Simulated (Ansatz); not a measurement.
# CH7BSi2 (SMILES CB1[SiH2][SiH2]1): B2PLYP/6-31G(d) (spherical functions)

Aim: the electronic atomisation energy of CH7BSi2 at B2PLYP/6-31G* (spherical functions), from 5 runs. 

Program for the calculation: Ansatz 0.2.0.

75 further runs of the same task are left out: 75 set aside as unsound or not needed.

## 1. The system as given

The species is CH7BSi2 (11 atoms), meant as a singlet with charge 0. As SMILES, `CB1[SiH2][SiH2]1`. The shape is that of a PBE0-D4/def2-TZVP optimisation.

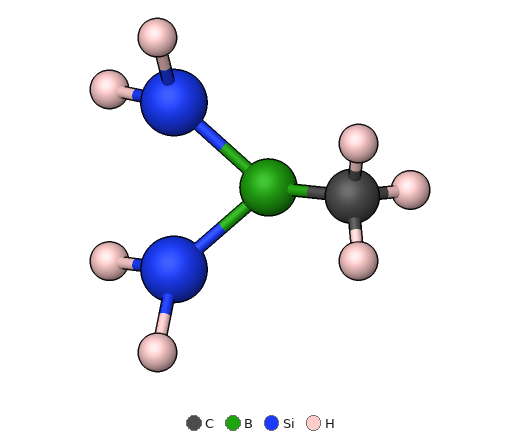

The structure, seen from a chosen angle (carbon dark grey, boron green, silicon blue, hydrogen pink).

## 2. The energy at B2PLYP/6-31G(d) (spherical functions)

The input, in.yaml:

```yaml
crystal:
  periodic: [false, false, false]
  atoms:
    - {symbol: C, position_ang: [-0.263900, 1.793500, 0.099500]}
    - {symbol: B, position_ang: [-0.450600, 0.243000, -0.016600]}
    - {symbol: Si, position_ang: [0.018800, -1.148600, 1.199400]}
    - {symbol: Si, position_ang: [0.210300, -0.982900, -1.318800]}
    - {symbol: H, position_ang: [0.165600, 2.121800, 1.048800]}
    - {symbol: H, position_ang: [-1.271300, 2.229100, 0.051100]}
    - {symbol: H, position_ang: [0.301000, 2.238000, -0.723000]}
    - {symbol: H, position_ang: [-0.479200, -2.541300, 1.107000]}
    - {symbol: H, position_ang: [0.876900, -0.975400, 2.403900]}
    - {symbol: H, position_ang: [1.239000, -0.662800, -2.346600]}
    - {symbol: H, position_ang: [-0.281200, -2.371200, -1.484200]}
basis:
  gaussian:
    orbitals: 6-31G_st_-spherical.json
magnetization:
  spin_polarized: false
hamiltonian:
  xc: {name: B2PLYP}
correlation:
  frozen_orbitals: {B: 1, C: 1, H: 0, Si: 5}
accuracy: high
output: {orbitals: {seedname: orbitals}}
```

The basis set 6-31G* is read from a file made from the Basis Set Exchange's data (not shown).

Run with:

```
ansatz run in.yaml --threads 1 --pin off --max-ram 3480MiB --events-out events.jsonl --progress --plain --runs-dir runs
```

Log:

```text
Warning: RAYON_NUM_THREADS=1 ignored (pool sized by the plan → 1); use --threads N
Functional definition: B2PLYP
  name "B2PLYP"
  parameter a = 0.53
  parameter c = 0.27
  exchange = (1 - a)*b88_x + a*exact_x
  correlation = (1 - c)*lyp_c + c*(mp2_os + mp2_ss)
1867 factors; integrals over basis functions are off by at most 3.4e-9 eV
mean field evaluation 1: about -17563.3761 eV, gradient 3.1e1 eV
mean field evaluation 2: about -17563.4495 eV, gradient 3.1e1 eV
mean field evaluation 4: about -17566.0725 eV, gradient 2.6e0 eV
mean field evaluation 8: about -17566.1035 eV, gradient 7.1e-2 eV
mean field evaluation 16: about -17566.1035 eV, gradient 7.3e-6 eV
mean field -17566.10351887 eV, -645.5423975857 hartree, gradient 2.4e-8 eV, S^2 0.000000; 0 other end points of the search recorded, 0 dependent functions left out
12 core orbitals not correlated: weight in the atoms' cores, before any rotation towards them, 1.000 or more for the frozen orbitals, at most 0.000 for the correlated occupied ones
reference -17566.10354743 eV, -645.5423986356 hartree; 11, 11 occupied and 55, 55 virtual orbitals, 1867 factors
second order -12.96921967 eV of doubles, -0.00000000 eV of singles
Total energy: -17569.60523674 eV, -645.6710833442 hartree
```

Wall time 13 s (1 thread of Arm Neoverse V1, shared host); peak memory 0.27 GiB.

## 3. The B atom

The input, input.yaml:

```yaml
crystal:
  periodic: [false, false, false]
  atoms:
    - {symbol: B, position_ang: [0.000000, 0.000000, 0.000000]}
basis:
  gaussian: {orbitals: 6-31G_st_-spherical.json}
correlation: {frozen_orbitals: {B: 1}}
magnetization: {spin_polarized: true, initial_magnetization: 1}
hamiltonian: {xc: {name: B2PLYP}}
accuracy: high
```

The basis set 6-31G* is read from a file made from the Basis Set Exchange's data (not shown).

Run with:

```
ansatz run input.yaml --threads 1 --pin off --max-ram 3480MiB --events-out events.jsonl --progress --plain --runs-dir runs
```

Log (excerpt; [...] marks lines left out):

```text
Warning: RAYON_NUM_THREADS=1 ignored (pool sized by the plan → 1); use --threads N
[... 6 set-up lines as earlier in the session ...]
96 factors; integrals over basis functions are off by at most 1.6e-9 eV
mean field evaluation 1: about -669.5779 eV, gradient 3.1e0 eV
mean field evaluation 2: about -669.5774 eV, gradient 3.1e0 eV
mean field evaluation 4: about -669.6781 eV, gradient 5.8e-2 eV
mean field evaluation 8: about -669.6776 eV, gradient 1.3e-3 eV
mean field -669.67757927 eV, -24.6101971143 hartree, gradient 7.2e-8 eV, S^2 0.752343; 0 other end points of the search recorded, 0 dependent functions left out
1 core orbitals not correlated: weight in the atoms' cores, before any rotation towards them, 1.000 or more for the frozen orbitals, at most 0.000 for the correlated occupied ones
reference -669.67759349 eV, -24.6101976371 hartree; 2, 1 occupied and 11, 12 virtual orbitals, 96 factors
second order -1.28699535 eV of doubles, -0.00000000 eV of singles
Total energy: -670.02508224 eV, -24.6229676129 hartree
```

It took 0.36 s on 1 thread of Arm Neoverse V1, shared host.

## 4. The C atom

The input, in.yaml:

```yaml
crystal:
  periodic: [false, false, false]
  atoms:
    - {symbol: C, position_ang: [0.000000, 0.000000, 0.000000]}
basis:
  gaussian:
    orbitals: 6-31G_st_-spherical.json
correlation:
  frozen_orbitals: {C: 1}
accuracy: high
hamiltonian:
  xc: {name: B2PLYP}
magnetization:
  spin_polarized: true
  initial_magnetization: 2
```

The basis set 6-31G* is read from a file made from the Basis Set Exchange's data (not shown).

Run with:

```
ansatz run in.yaml --threads 1 --pin off --max-ram 3480MiB --events-out events.jsonl --progress --plain --runs-dir runs
```

Log (excerpt; [...] marks lines left out):

```text
Warning: RAYON_NUM_THREADS=1 ignored (pool sized by the plan → 1); use --threads N
[... 6 set-up lines as earlier in the session ...]
96 factors; integrals over basis functions are off by at most 1.1e-9 eV
mean field evaluation 1: about -1028.2752 eV, gradient 3.8e0 eV
mean field evaluation 2: about -1028.2754 eV, gradient 3.8e0 eV
mean field evaluation 4: about -1028.3670 eV, gradient 3.4e-2 eV
mean field evaluation 8: about -1028.3670 eV, gradient 8.3e-6 eV
mean field -1028.36695059 eV, -37.7917883820 hartree, gradient 8.5e-8 eV, S^2 2.002846; 0 other end points of the search recorded, 0 dependent functions left out
1 core orbitals not correlated: weight in the atoms' cores, before any rotation towards them, 1.000 or more for the frozen orbitals, at most 0.000 for the correlated occupied ones
reference -1028.36696200 eV, -37.7917888015 hartree; 3, 1 occupied and 10, 12 virtual orbitals, 96 factors
second order -1.70518574 eV of doubles, -0.00000000 eV of singles
Total energy: -1028.82736216 eV, -37.8087081950 hartree
```

It took 0.32 s on 1 thread of Arm Neoverse V1, shared host.

## 5. The H atom, same level

The input, molecule.yaml:

```yaml
crystal:
  periodic: [false, false, false]
  atoms:
    - {symbol: H, position_ang: [0.000000, 0.000000, 0.000000]}
basis:
  gaussian:
    orbitals: "6-31G*"
magnetization:
  spin_polarized: true
  initial_magnetization: 1
hamiltonian:
  xc: {name: B2PLYP}
correlation:
  frozen_orbitals: {H: 0}
accuracy: high
```

Run the same way, it converges to -0.49692 Eh (log not shown).

## 6. The Si atom at the same level

The input, molecule.yaml:

```yaml
crystal:
  periodic: [false, false, false]
  atoms:
    - {symbol: Si, position_ang: [0.000000, 0.000000, 0.000000]}
basis:
  gaussian: {orbitals: 6-31G_st_-spherical.json}
accuracy: high
magnetization: {spin_polarized: true, initial_magnetization: 2}
hamiltonian: {xc: {name: B2PLYP}}
correlation: {frozen_orbitals: {Si: 5}}
```

The basis set 6-31G* is read from a file made from the Basis Set Exchange's data (not shown).

Run the same way, it converges to -289.22727 Eh (log not shown).

## 7. Summary of results

At B2PLYP/6-31G* (spherical functions), 12 core orbitals frozen:

```
                                     quantity          value
                       molecule: total energy  -645.67108 Eh
  molecule: HOMO energy (SCF part's orbitals)       -6.94 eV
  molecule: LUMO energy (SCF part's orbitals)        0.06 eV
molecule: HOMO–LUMO gap (SCF part's orbitals)        7.00 eV
                         B atom: total energy   -24.62297 Eh
                                 B atom: ⟨S²⟩          0.752
                         C atom: total energy   -37.80871 Eh
                                 C atom: ⟨S²⟩          2.003
                         H atom: total energy    -0.49692 Eh
                                 H atom: ⟨S²⟩          0.750
                        Si atom: total energy  -289.22727 Eh
                                Si atom: ⟨S²⟩          2.003
                electronic atomisation energy      35.550 eV
```

In words: Taking the molecule apart into free atoms costs 35.55 eV (3430 kJ/mol), before zero-point energy and without spin-orbit coupling.
